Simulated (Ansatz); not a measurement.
**FH3S3Sn: up Jacob's ladder to CCSD(T), part 1 of 2**

How much do the methods differ for FH3S3Sn? The plan is to run it at one geometry with functionals of several rungs and with coupled cluster, and see how far each lands from CCSD(T) at the basis-set limit for the atomisation energy.

The runs use Ansatz 0.2.0, Gaussian basis; functionals in def2-TZVPP, the program's frozen cores in correlated methods.

Levels to be run: LDA (SPW92), PBE-D4, revPBE-D4, BLYP-D4, r2SCAN-D4, B97M-V, PBE0-D4, B3LYP-D4, r2SCANh-D4, r2SCAN0-D4, HSE06-D4, BHLYP-D4, CAM-B3LYP-D4, LC-ωPBE, ωB97X-V, ωB97M-V, B2PLYP, PBE-QIDH; CCSD(T)/def2-SVP; CCSD(T)/def2-TZVPP; MP2/def2-QZVPP; extrapolation to the limit; RPA on PBE.

### 1 The geometry

An earlier PBE0-D4 in a triple-zeta def2 set relaxation fixed the geometry. Sn takes the def2 core potential; no spin-orbit term is included.

8 atoms, charge 0, spin multiplicity 1.

Atoms are counted from 1 here; the program's logs count them from 0.

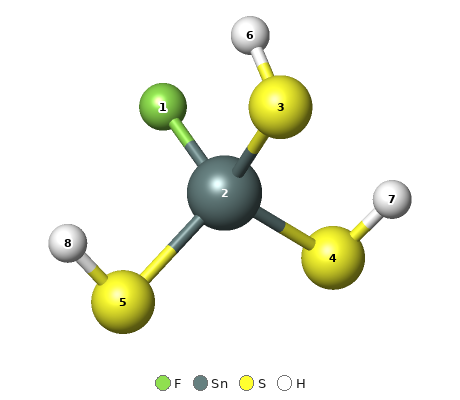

The structure; fluorine green, tin teal, sulfur yellow, hydrogen white; atoms are numbered from 1 in the order of the file.

### 2 LDA

This LDA is Slater exchange with PW92 correlation.

in.yaml reads:

```yaml
crystal:
  periodic: [false, false, false]
  atoms:
    - {symbol: F, position_ang: [-1.274222, -0.173612, 1.422955]}
    - {symbol: Sn, position_ang: [-0.200200, -0.031631, -0.163772]}
    - {symbol: S, position_ang: [1.972725, 0.161021, 0.792985]}
    - {symbol: S, position_ang: [-0.856078, 1.865321, -1.430009]}
    - {symbol: S, position_ang: [-0.626349, -1.964248, -1.472378]}
    - {symbol: H, position_ang: [1.422534, 0.220937, 2.019753]}
    - {symbol: H, position_ang: [0.039852, 2.642867, -0.796848]}
    - {symbol: H, position_ang: [-0.386061, -2.777753, -0.428488]}
basis:
  gaussian: {orbitals: def2-TZVPP}
hamiltonian: {xc: lda}
output: {orbitals: {seedname: orbitals}}
```

The log of the run:

```text
Functional definition: SPW92
  name "SPW92"
  cite "Dirac, Proc. Camb. Phil. Soc. 26, 376 (1930) doi:10.1017/S0305004100016108"
  cite "Slater, Phys. Rev. 81, 385 (1951) doi:10.1103/PhysRev.81.385"
  cite "Perdew & Wang, Phys. Rev. B 45, 13244 (1992) doi:10.1103/PhysRevB.45.13244"
  exchange = slater_x
  correlation = pw_c
1573 factors; their error is unknown
mean field evaluation 1: about -40966.1132 eV, gradient 5.0e1 eV
mean field evaluation 2: about -40943.7433 eV, gradient 1.3e2 eV
mean field evaluation 4: about -40970.5483 eV, gradient 7.1e0 eV
mean field evaluation 8: about -40970.6471 eV, gradient 8.4e-2 eV
mean field evaluation 16: about -40970.6349 eV, gradient 2.0e-4 eV
mean field -40970.63494289 eV, -1505.6430632576 hartree, gradient 3.3e-5 eV, S^2 0.000000; 0 other end points of the search recorded, 0 dependent functions left out
reference -40970.63498493 eV, -1505.6430648024 hartree; 41, 41 occupied and 208, 208 virtual orbitals, 1573 factors
Total energy: -40970.63498493 eV, -1505.6430648024 hartree
```

Run time: 1.8 s. Hardware: 4 threads, shared host; peak memory 0.38 GiB.

With the free atoms at this level, -40942.364 eV in sum, the atomisation energy is 2727.7 kJ/mol. HOMO -6.82 eV, LUMO -3.35 eV.

### 3 PBE-D4 (GGA)

Edit in.yaml of step 2 so:

```diff
@@ -13,3 +13,3 @@
   gaussian: {orbitals: def2-TZVPP}
-hamiltonian: {xc: lda}
-output: {orbitals: {seedname: orbitals}}
+hamiltonian: {xc: pbe, dispersion: d4}
+output: {forces: true, orbitals: {seedname: orbitals}}
```

The log of the run, shortened:

```text
Functional definition: PBE
  name "PBE"
  cite "Perdew, Burke & Ernzerhof, Phys. Rev. Lett. 77, 3865 (1996) doi:10.1103/PhysRevLett.77.3865"
  parent pbe
[...]
1573 factors; their error is unknown
[...]
mean field -41092.61118383 eV, -1510.1256074335 hartree, gradient 5.0e-5 eV, S^2 0.000000; 0 other end points of the search recorded, 0 dependent functions left out
[...]
reference -41092.61122908 eV, -1510.1256090965 hartree; 41, 41 occupied and 208, 208 virtual orbitals, 1573 factors
Total energy: -41092.89138288 eV, -1510.1359045585 hartree
Atom 0 at    -1.274222    -0.173612     1.422955 Å, force    -0.374728    -0.046936     0.541616 eV/Å
Atom 1 at    -0.200200    -0.031631    -0.163772 Å, force     0.214466     0.023867    -0.252655 eV/Å
Atom 2 at     1.972725     0.161021     0.792985 Å, force     0.447463     0.019431    -0.086413 eV/Å
Atom 3 at    -0.856078     1.865321    -1.430009 Å, force    -0.281984     0.137187    -0.334086 eV/Å
Atom 4 at    -0.626349    -1.964248    -1.472378 Å, force    -0.116472    -0.135345    -0.419611 eV/Å
Atom 5 at     1.422534     0.220937     2.019753 Å, force    -0.109336     0.010208     0.222340 eV/Å
Atom 6 at     0.039852     2.642867    -0.796848 Å, force     0.172999     0.130333     0.126769 eV/Å
Atom 7 at    -0.386061    -2.777753    -0.428488 Å, force     0.047592    -0.138746     0.202040 eV/Å
Dipole moment:     0.271550     0.024633    -0.014590 e Å
```

It took 3.3 s on 4 threads, shared host; peak memory 0.39 GiB.

Atomisation energy: 2372.1 kJ/mol (free atoms -41068.306 eV, run apart). HOMO -6.69 eV, LUMO -3.06 eV.

### 4 revPBE-D4 (GGA)

Edit in.yaml of step 3 so:

```diff
@@ -13,3 +13,3 @@
   gaussian: {orbitals: def2-TZVPP}
-hamiltonian: {xc: pbe, dispersion: d4}
-output: {forces: true, orbitals: {seedname: orbitals}}
+hamiltonian: {xc: {name: revPBE}, dispersion: d4}
+output: {orbitals: {seedname: orbitals}}
```

The log of the run:

```text
Functional definition: revPBE
  name "revPBE"
  cite "Zhang & Yang, Phys. Rev. Lett. 80, 890 (1998) doi:10.1103/PhysRevLett.80.890"
  cite "Perdew, Burke & Ernzerhof, Phys. Rev. Lett. 77, 3865 (1996) doi:10.1103/PhysRevLett.77.3865"
  parameter kappa = 1.245
  parameter beta = 0.06672455060314922
  exchange = pbe_x(kappa = kappa, mu = beta*pi^2/3)
  correlation = pbe_c(beta = beta)
1573 factors; their error is unknown
mean field evaluation 1: about -41099.0397 eV, gradient 5.0e1 eV
mean field evaluation 2: about -41074.8655 eV, gradient 1.3e2 eV
mean field evaluation 4: about -41103.4557 eV, gradient 7.5e0 eV
mean field evaluation 8: about -41103.5661 eV, gradient 7.0e-2 eV
mean field evaluation 16: about -41103.5539 eV, gradient 1.7e-4 eV
mean field -41103.55386877 eV, -1510.5277436877 hartree, gradient 3.9e-5 eV, S^2 0.000000; 0 other end points of the search recorded, 0 dependent functions left out
reference -41103.55392524 eV, -1510.5277457631 hartree; 41, 41 occupied and 208, 208 virtual orbitals, 1573 factors
Total energy: -41104.18163177 eV, -1510.5508135525 hartree
```

It took 2.7 s on 4 threads, shared host; peak memory 0.39 GiB.

With the free atoms at this level, -41080.357 eV in sum, the atomisation energy is 2298.7 kJ/mol. HOMO -6.64 eV, LUMO -2.96 eV.

### 5 BLYP-D4 (GGA)

Edit in.yaml of step 4 so:

```diff
@@ -13,3 +13,3 @@
   gaussian: {orbitals: def2-TZVPP}
-hamiltonian: {xc: {name: revPBE}, dispersion: d4}
+hamiltonian: {xc: {name: BLYP}, dispersion: d4}
 output: {orbitals: {seedname: orbitals}}
```

The log of the run:

```text
Functional definition: BLYP
  name "BLYP"
  cite "Becke, Phys. Rev. A 38, 3098 (1988) doi:10.1103/PhysRevA.38.3098"
  cite "Lee, Yang & Parr, Phys. Rev. B 37, 785 (1988) doi:10.1103/PhysRevB.37.785"
  parameter beta = 0.0042
  parameter a = 0.04918
  parameter b = 0.132
  parameter c = 0.2533
  parameter d = 0.349
  exchange = b88_x(beta = beta)
  correlation = lyp_c(a = a, b = b, c = c, d = d)
1573 factors; their error is unknown
mean field evaluation 1: about -41101.9861 eV, gradient 5.4e1 eV
mean field evaluation 2: about -41072.2041 eV, gradient 1.5e2 eV
mean field evaluation 4: about -41107.1272 eV, gradient 8.7e0 eV
mean field evaluation 8: about -41107.2772 eV, gradient 8.7e-2 eV
mean field evaluation 16: about -41107.2656 eV, gradient 1.6e-4 eV
mean field -41107.26563608 eV, -1510.6641486205 hartree, gradient 3.1e-5 eV, S^2 0.000000; 0 other end points of the search recorded, 0 dependent functions left out
reference -41107.26601516 eV, -1510.6641625514 hartree; 41, 41 occupied and 208, 208 virtual orbitals, 1573 factors
Total energy: -41107.84310961 eV, -1510.6853703813 hartree
```

Wall time 2.8 s (4 threads, shared host); peak memory 0.39 GiB.

Atomisation energy: 2303.2 kJ/mol (free atoms -41083.972 eV, run apart). HOMO -6.51 eV, LUMO -2.98 eV.

### 6 r2SCAN-D4 (meta-GGA)

Edit in.yaml of step 5 so:

```diff
@@ -13,3 +13,3 @@
   gaussian: {orbitals: def2-TZVPP}
-hamiltonian: {xc: {name: BLYP}, dispersion: d4}
-output: {orbitals: {seedname: orbitals}}
+hamiltonian: {xc: r2scan, dispersion: d4}
+output: {forces: true, orbitals: {seedname: orbitals}}
```

The log of the run, shortened:

```text
Functional definition: r2SCAN
  name "r2SCAN"
  cite "Furness, Kaplan, Ning, Perdew & Sun, J. Phys. Chem. Lett. 11, 8208 (2020) doi:10.1021/acs.jpclett.0c02405"
  cite "Furness, Kaplan, Ning, Perdew & Sun, J. Phys. Chem. Lett. 11, 9248 (2020) doi:10.1021/acs.jpclett.0c03077"
  parent r2scan
[...]
1573 factors; their error is unknown
[...]
mean field -41108.19027890 eV, -1510.6981286173 hartree, gradient 4.3e-5 eV, S^2 0.000000; 0 other end points of the search recorded, 0 dependent functions left out
[...]
reference -41108.19029211 eV, -1510.6981291030 hartree; 41, 41 occupied and 208, 208 virtual orbitals, 1573 factors
Total energy: -41108.25716866 eV, -1510.7005867709 hartree
Atom 0 at    -1.274222    -0.173612     1.422955 Å, force    -0.066195    -0.011141     0.101093 eV/Å
Atom 1 at    -0.200200    -0.031631    -0.163772 Å, force     0.037071     0.000494    -0.011460 eV/Å
Atom 2 at     1.972725     0.161021     0.792985 Å, force     0.125172     0.008840     0.051895 eV/Å
Atom 3 at    -0.856078     1.865321    -1.430009 Å, force    -0.053728     0.086396    -0.081877 eV/Å
Atom 4 at    -0.626349    -1.964248    -1.472378 Å, force    -0.038303    -0.084688    -0.089513 eV/Å
Atom 5 at     1.422534     0.220937     2.019753 Å, force    -0.013717    -0.000987     0.001923 eV/Å
Atom 6 at     0.039852     2.642867    -0.796848 Å, force     0.005681    -0.005828     0.010115 eV/Å
Atom 7 at    -0.386061    -2.777753    -0.428488 Å, force     0.004018     0.006914     0.017825 eV/Å
Dipole moment:     0.280163     0.026126    -0.006135 e Å
```

Run time: 7.5 s. Hardware: 4 threads, shared host; peak memory 0.42 GiB.

With the free atoms at this level, -41084.001 eV in sum, the atomisation energy is 2340.4 kJ/mol. HOMO -7.00 eV, LUMO -2.88 eV.

### 7 B97M-V (meta-GGA)

Edit in.yaml of step 6 so:

```diff
@@ -13,3 +13,3 @@
   gaussian: {orbitals: def2-TZVPP}
-hamiltonian: {xc: r2scan, dispersion: d4}
-output: {forces: true, orbitals: {seedname: orbitals}}
+hamiltonian: {xc: {name: B97M-V}}
+output: {orbitals: {seedname: orbitals}}
```

The log of the run, shortened:

```text
Functional definition: B97M-V
  name "B97M-V"
  cite "Mardirossian & Head-Gordon, J. Chem. Phys. 142, 074111 (2015) doi:10.1063/1.4907719"
  cite "Becke, J. Chem. Phys. 107, 8554 (1997) doi:10.1063/1.475007"
  cite "Vydrov & Van Voorhis, J. Chem. Phys. 133, 244103 (2010) doi:10.1063/1.3521275"
  # Of w^i u^j: cxij and so on, Table III.
[...]
  gx(w, u) = cx00 + cx01*u + cx02*u^2 + (cx10 + cx11*u)*w
  gss(w, u) = css00 + css02*u^2 + css10*w + (css32*w^3 + css42*w^4)*u^2
  gos(w, u) = cos00 + cos01*u + cos03*u^3 + cos10*w + cos32*w^3*u^2
[...]
      + integral(e_c_pw_mod_opposite_spin*gos(b97_w_opposite, b97_u_opposite)) + vv10(b, c)
1573 factors; their error is unknown
[...]
mean field -41100.07613528 eV, -1510.3999393392 hartree, gradient 2.9e-5 eV, S^2 0.000000; 0 other end points of the search recorded, 0 dependent functions left out
reference -41100.07620321 eV, -1510.3999418356 hartree; 41, 41 occupied and 208, 208 virtual orbitals, 1573 factors
Total energy: -41100.07620321 eV, -1510.3999418356 hartree
```

It took 12 s on 4 threads, shared host; peak memory 0.49 GiB.

Atomisation energy: 2381.9 kJ/mol (free atoms -41075.389 eV, run apart). HOMO -7.06 eV, LUMO -2.75 eV.

### 8 PBE0-D4 (hybrid)

Edit in.yaml of step 7 so:

```diff
@@ -13,3 +13,3 @@
   gaussian: {orbitals: def2-TZVPP}
-hamiltonian: {xc: {name: B97M-V}}
+hamiltonian: {xc: pbe0, dispersion: d4}
 output: {orbitals: {seedname: orbitals}}
```

The log of the run:

```text
Functional definition: PBE0
  name "PBE0"
  cite "Adamo & Barone, J. Chem. Phys. 110, 6158 (1999) doi:10.1063/1.478522"
  cite "Perdew, Burke & Ernzerhof, Phys. Rev. Lett. 77, 3865 (1996) doi:10.1103/PhysRevLett.77.3865"
  parent pbe
  parameter a = 0.25
  parameter kappa = 0.804
  parameter beta = 0.06672455060314922
  exchange = (1 - a)*pbe_x(kappa = kappa, mu = beta*pi^2/3) + a*exact_x
  correlation = pbe_c(beta = beta)
1739 factors; their error is unknown
mean field evaluation 1: about -41092.0458 eV, gradient 4.4e1 eV
mean field evaluation 2: about -41085.3960 eV, gradient 8.1e1 eV
mean field evaluation 4: about -41095.3201 eV, gradient 2.6e0 eV
mean field evaluation 8: about -41095.3329 eV, gradient 6.2e-2 eV
mean field evaluation 16: about -41095.4413 eV, gradient 6.3e-5 eV
mean field -41095.44134562 eV, -1510.2296139609 hartree, gradient 6.3e-5 eV, S^2 0.000000; 0 other end points of the search recorded, 0 dependent functions left out
reference -41095.44137836 eV, -1510.2296151641 hartree; 41, 41 occupied and 208, 208 virtual orbitals, 1739 factors
Total energy: -41095.68617978 eV, -1510.2386114505 hartree
```

Wall time 4.9 s (4 threads, shared host); peak memory 0.86 GiB.

With the free atoms at this level, -41071.756 eV in sum, the atomisation energy is 2308.9 kJ/mol. HOMO -7.95 eV, LUMO -2.19 eV.

### 9 B3LYP-D4 (hybrid)

B3LYP here takes the VWN-RPA correlation.

Edit in.yaml of step 8 so:

```diff
@@ -13,3 +13,3 @@
   gaussian: {orbitals: def2-TZVPP}
-hamiltonian: {xc: pbe0, dispersion: d4}
-output: {orbitals: {seedname: orbitals}}
+hamiltonian: {xc: {name: B3LYP}, dispersion: d4}
+output: {forces: true, orbitals: {seedname: orbitals}}
```

The log of the run, shortened:

```text
Functional definition: B3LYP
  name "B3LYP"
  cite "Stephens, Devlin, Chabalowski & Frisch, J. Phys. Chem. 98, 11623 (1994) doi:10.1021/j100096a001"
  cite "Becke, Phys. Rev. A 38, 3098 (1988) doi:10.1103/PhysRevA.38.3098"
  cite "Lee, Yang & Parr, Phys. Rev. B 37, 785 (1988) doi:10.1103/PhysRevB.37.785"
  cite "Vosko, Wilk & Nusair, Can. J. Phys. 58, 1200 (1980) doi:10.1139/p80-159"
[...]
1653 factors; their error is unknown
[...]
mean field -41112.54072364 eV, -1510.8580045129 hartree, gradient 2.1e-5 eV, S^2 0.000000; 0 other end points of the search recorded, 0 dependent functions left out
[...]
reference -41112.54100364 eV, -1510.8580148027 hartree; 41, 41 occupied and 208, 208 virtual orbitals, 1653 factors
Total energy: -41112.99848853 eV, -1510.8748270624 hartree
Atom 0 at    -1.274222    -0.173612     1.422955 Å, force    -0.217680    -0.026283     0.302426 eV/Å
Atom 1 at    -0.200200    -0.031631    -0.163772 Å, force     0.074110     0.005499    -0.114773 eV/Å
Atom 2 at     1.972725     0.161021     0.792985 Å, force     0.252332     0.021465     0.148448 eV/Å
Atom 3 at    -0.856078     1.865321    -1.430009 Å, force    -0.068130     0.253869    -0.146890 eV/Å
Atom 4 at    -0.626349    -1.964248    -1.472378 Å, force    -0.053551    -0.255433    -0.143674 eV/Å
Atom 5 at     1.422534     0.220937     2.019753 Å, force     0.040376     0.002588     0.000513 eV/Å
Atom 6 at     0.039852     2.642867    -0.796848 Å, force    -0.020586     0.014216    -0.021911 eV/Å
Atom 7 at    -0.386061    -2.777753    -0.428488 Å, force    -0.006873    -0.015920    -0.024139 eV/Å
Dipole moment:     0.288440     0.026830    -0.034457 e Å
```

Wall time 7.5 s (4 threads, shared host); peak memory 0.88 GiB.

Atomisation energy: 2293.5 kJ/mol (free atoms -41089.228 eV, run apart). HOMO -7.68 eV, LUMO -2.46 eV.

### 10 r2SCANh-D4 (hybrid)

Edit in.yaml of step 9 so:

```diff
@@ -13,3 +13,3 @@
   gaussian: {orbitals: def2-TZVPP}
-hamiltonian: {xc: {name: B3LYP}, dispersion: d4}
-output: {forces: true, orbitals: {seedname: orbitals}}
+hamiltonian: {xc: {name: r2SCANh}, dispersion: d4}
+output: {orbitals: {seedname: orbitals}}
```

The log of the run, shortened:

```text
Functional definition: r2SCANh
  name "r2SCANh"
  cite "Bursch, Neugebauer, Ehlert & Grimme, J. Chem. Phys. 156, 134105 (2022) doi:10.1063/5.0086040"
  cite "Furness, Kaplan, Ning, Perdew & Sun, J. Phys. Chem. Lett. 11, 8208 (2020) doi:10.1021/acs.jpclett.0c02405"
  cite "Furness, Kaplan, Ning, Perdew & Sun, J. Phys. Chem. Lett. 11, 9248 (2020) doi:10.1021/acs.jpclett.0c03077"
  parent r2scan
[...]
1588 factors; their error is unknown
[...]
mean field -41107.53625564 eV, -1510.6740937059 hartree, gradient 7.5e-5 eV, S^2 0.000000; 0 other end points of the search recorded, 0 dependent functions left out
reference -41107.53626765 eV, -1510.6740941472 hartree; 41, 41 occupied and 208, 208 virtual orbitals, 1588 factors
Total energy: -41107.61051259 eV, -1510.6768225985 hartree
```

Run time: 8.5 s. Hardware: 4 threads, shared host; peak memory 0.85 GiB.

With the free atoms at this level, -41083.634 eV in sum, the atomisation energy is 2313.3 kJ/mol. HOMO -7.46 eV, LUMO -2.57 eV.

### 11 r2SCAN0-D4 (hybrid)

Edit in.yaml of step 10 so:

```diff
@@ -13,3 +13,3 @@
   gaussian: {orbitals: def2-TZVPP}
-hamiltonian: {xc: {name: r2SCANh}, dispersion: d4}
+hamiltonian: {xc: {name: r2SCAN0}, dispersion: d4}
 output: {orbitals: {seedname: orbitals}}
```

The log of the run, shortened:

```text
Functional definition: r2SCAN0
  name "r2SCAN0"
  cite "Bursch, Neugebauer, Ehlert & Grimme, J. Chem. Phys. 156, 134105 (2022) doi:10.1063/5.0086040"
  cite "Furness, Kaplan, Ning, Perdew & Sun, J. Phys. Chem. Lett. 11, 8208 (2020) doi:10.1021/acs.jpclett.0c02405"
  cite "Furness, Kaplan, Ning, Perdew & Sun, J. Phys. Chem. Lett. 11, 9248 (2020) doi:10.1021/acs.jpclett.0c03077"
  parent r2scan
[...]
1739 factors; their error is unknown
[...]
mean field -41106.60271544 eV, -1510.6397867365 hartree, gradient 5.1e-5 eV, S^2 0.000000; 0 other end points of the search recorded, 0 dependent functions left out
reference -41106.60272570 eV, -1510.6397871135 hartree; 41, 41 occupied and 208, 208 virtual orbitals, 1739 factors
Total energy: -41106.68605904 eV, -1510.6428495573 hartree
```

Run time: 8.5 s. Hardware: 4 threads, shared host; peak memory 0.89 GiB.

With the free atoms at this level, -41083.106 eV in sum, the atomisation energy is 2275.1 kJ/mol. HOMO -8.14 eV, LUMO -2.09 eV.

### 12 HSE06-D4 (hybrid)

HSE06 is the plane-wave form, built on full-range PBE exchange.

Edit in.yaml of step 11 so:

```diff
@@ -13,3 +13,3 @@
   gaussian: {orbitals: def2-TZVPP}
-hamiltonian: {xc: {name: r2SCAN0}, dispersion: d4}
+hamiltonian: {xc: hse06, dispersion: d4}
 output: {orbitals: {seedname: orbitals}}
```

The log of the run, shortened:

```text
Functional definition: HSE06
  name "HSE06"
  cite "Heyd, Scuseria & Ernzerhof, J. Chem. Phys. 118, 8207 (2003) doi:10.1063/1.1564060"
  cite "Krukau, Vydrov, Izmaylov & Scuseria, J. Chem. Phys. 125, 224106 (2006) doi:10.1063/1.2404663"
  cite "Heyd & Scuseria, J. Chem. Phys. 120, 7274 (2004) doi:10.1063/1.1668634"
  cite "Ernzerhof & Perdew, J. Chem. Phys. 109, 3313 (1998) doi:10.1063/1.476928"
  cite "Perdew, Burke & Ernzerhof, Phys. Rev. Lett. 77, 3865 (1996) doi:10.1103/PhysRevLett.77.3865"
  parent pbe
[...]
  # The whole range is PBE's own exchange, as in plane waves. The composition of these papers is wPBEh.
[...]
1739 factors; their error is unknown
110 factors; integrals over basis functions are off by at most 5.3e-7 eV
[...]
mean field -41094.69179209 eV, -1510.2020683769 hartree, gradient 3.4e-5 eV, S^2 0.000000; 0 other end points of the search recorded, 0 dependent functions left out
reference -41094.69183575 eV, -1510.2020699812 hartree; 41, 41 occupied and 208, 208 virtual orbitals, 1739 factors
Total energy: -41094.92622547 eV, -1510.2106836445 hartree
```

It took 5.5 s on 4 threads, shared host; peak memory 0.9 GiB.

With the free atoms at this level, -41070.985 eV in sum, the atomisation energy is 2309.9 kJ/mol. HOMO -7.55 eV, LUMO -2.55 eV.

### 13 BHLYP-D4 (hybrid)

Edit in.yaml of step 12 so:

```diff
@@ -13,3 +13,3 @@
   gaussian: {orbitals: def2-TZVPP}
-hamiltonian: {xc: hse06, dispersion: d4}
+hamiltonian: {xc: {name: BHLYP}, dispersion: d4}
 output: {orbitals: {seedname: orbitals}}
```

The log of the run:

```text
Functional definition: BHLYP
  name "BHLYP"
  cite "Becke, J. Chem. Phys. 98, 1372 (1993) doi:10.1063/1.464304"
  cite "Becke, Phys. Rev. A 38, 3098 (1988) doi:10.1103/PhysRevA.38.3098"
  cite "Lee, Yang & Parr, Phys. Rev. B 37, 785 (1988) doi:10.1103/PhysRevB.37.785"
  parameter a = 0.5
  exchange = (1 - a)*b88_x + a*exact_x
  correlation = lyp_c
1841 factors; their error is unknown
mean field evaluation 1: about -41102.7014 eV, gradient 4.1e1 eV
mean field evaluation 2: about -41101.0840 eV, gradient 5.7e1 eV
mean field evaluation 4: about -41105.7546 eV, gradient 1.7e0 eV
mean field evaluation 8: about -41105.7626 eV, gradient 3.4e-2 eV
mean field evaluation 16: about -41105.9927 eV, gradient 8.5e-5 eV
mean field -41105.99265797 eV, -1510.6173675378 hartree, gradient 8.5e-5 eV, S^2 0.000000; 0 other end points of the search recorded, 0 dependent functions left out
reference -41105.99284587 eV, -1510.6173744431 hartree; 41, 41 occupied and 208, 208 virtual orbitals, 1841 factors
Total energy: -41106.42294262 eV, -1510.6331802070 hartree
```

Run time: 5.5 s. Hardware: 4 threads, shared host; peak memory 0.89 GiB.

With the free atoms at this level, -41083.517 eV in sum, the atomisation energy is 2210.1 kJ/mol. HOMO -9.03 eV, LUMO -1.22 eV.

### 14 CAM-B3LYP-D4 (range-separated)

Edit in.yaml of step 13 so:

```diff
@@ -13,3 +13,3 @@
   gaussian: {orbitals: def2-TZVPP}
-hamiltonian: {xc: {name: BHLYP}, dispersion: d4}
+hamiltonian: {xc: {name: CAM-B3LYP}, dispersion: d4}
 output: {orbitals: {seedname: orbitals}}
```

The log of the run, shortened:

```text
Functional definition: CAM-B3LYP
  name "CAM-B3LYP"
  cite "Yanai, Tew & Handy, Chem. Phys. Lett. 393, 51 (2004) doi:10.1016/j.cplett.2004.06.011"
  cite "Iikura, Tsuneda, Yanai & Hirao, J. Chem. Phys. 115, 3540 (2001) doi:10.1063/1.1383587"
  cite "Becke, Phys. Rev. A 38, 3098 (1988) doi:10.1103/PhysRevA.38.3098"
  cite "Lee, Yang & Parr, Phys. Rev. B 37, 785 (1988) doi:10.1103/PhysRevB.37.785"
  cite "Vosko, Wilk & Nusair, Can. J. Phys. 58, 1200 (1980) doi:10.1139/p80-159"
[...]
  # Exact exchange under (alpha + beta erf(omega r))/r, Becke's under what is left of 1/r.
[...]
1653 factors; their error is unknown
312 factors; integrals over basis functions are off by at most 1.0e-5 eV
[...]
mean field -41108.89683124 eV, -1510.7240939371 hartree, gradient 5.1e-5 eV, S^2 0.000000; 0 other end points of the search recorded, 0 dependent functions left out
reference -41108.89696752 eV, -1510.7240989451 hartree; 41, 41 occupied and 208, 208 virtual orbitals, 1653 factors
Total energy: -41109.15613922 eV, -1510.7336233297 hartree
```

Run time: 6 s. Hardware: 4 threads, shared host; peak memory 0.93 GiB.

With the free atoms at this level, -41085.362 eV in sum, the atomisation energy is 2295.8 kJ/mol. HOMO -9.25 eV, LUMO -1.20 eV.

(Continued in part 2 of 2.)
